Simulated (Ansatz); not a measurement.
**Cl₂CuH₆N₂ (doublet): density, localisation and related maps**

```xyz
11

Cu   -0.6069   -0.6024    0.0021
N     1.4605   -0.6977   -0.2418
H     1.5659   -1.6526    0.1263
H     2.0746   -0.0731    0.2832
H     1.7812   -0.7026   -1.2123
N    -0.6857    1.4666    0.2389
H    -1.6386    1.5789   -0.1324
H    -0.0542    2.0751   -0.2845
H    -0.6919    1.7884    1.2089
Cl   -2.7169   -0.4697   -0.6928
Cl   -0.4879   -2.7108    0.7044
```

Geometry: r2SCAN-D4/def2-SVP.

Computed with Ansatz, UKS PBE0-D4/def2-TZVP.

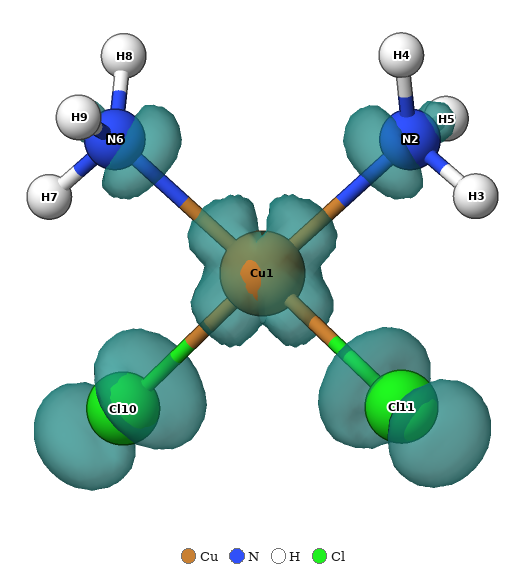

Figure 1. Isosurfaces of the spin density (α minus β) at +0.03 (teal) and −0.03 e/Å³ (pink), seen at a tilt.

Question: Which atoms carry the spin?

Answer: The unpaired spin (1 electron) lies mostly on Cu1 (about 0.6), Cl10 (about 0.1) and Cl11 (about 0.1), in electrons by Hirshfeld's partition. Only one sign reaches the isovalue.

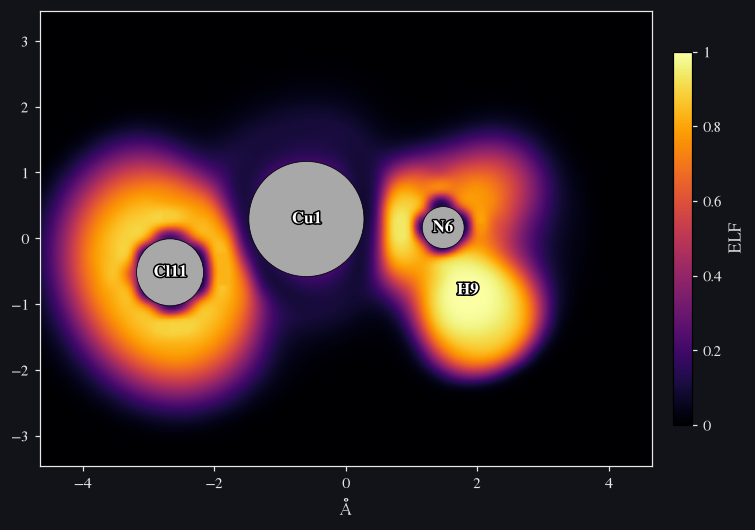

Figure 2. ELF on the plane of atoms Cu1, N6 and H9. Grey discs cover the atomic cores.

Question: Interpret the plot.

Answer:
- Atoms in the plane: Cu, N, H and Cl.
- Cu–N (2.08 Å): the ELF peaks at about 0.95 in the valence shell of N, 0.7 Å from its nucleus, and is about 0.20 at the midpoint.
- Cu–Cl (2.23 Å): the ELF peaks at about 0.85 in the valence shell of Cl, 0.9 Å from its nucleus, and is about 0.45 at the midpoint.
- N–H (1.02 Å): the ELF climbs to about 1 towards the hydrogen, as it does in any bond to H (an ordinary covalent bond to hydrogen).

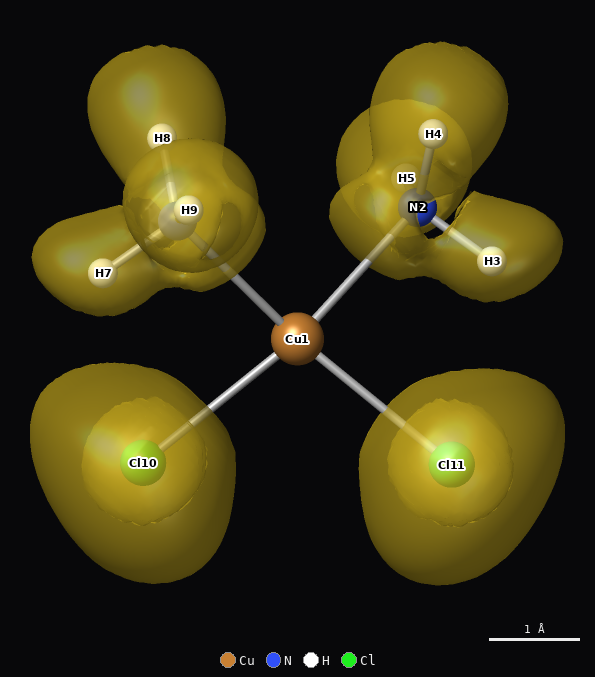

Figure 3. Isosurface of the ELF at 0.75 (yellow), seen at a tilt. Only the valence region is drawn (cores and ρ < 0.01 e/Å³ removed).

Question: Identify the bonds, lone pairs and shells in this picture.

Answer: The surface consists of two regions wrapped around Cl (the valence shell of each) and two joined regions spread over several atoms (H, N), in which their bonds and any lone pairs are merged.
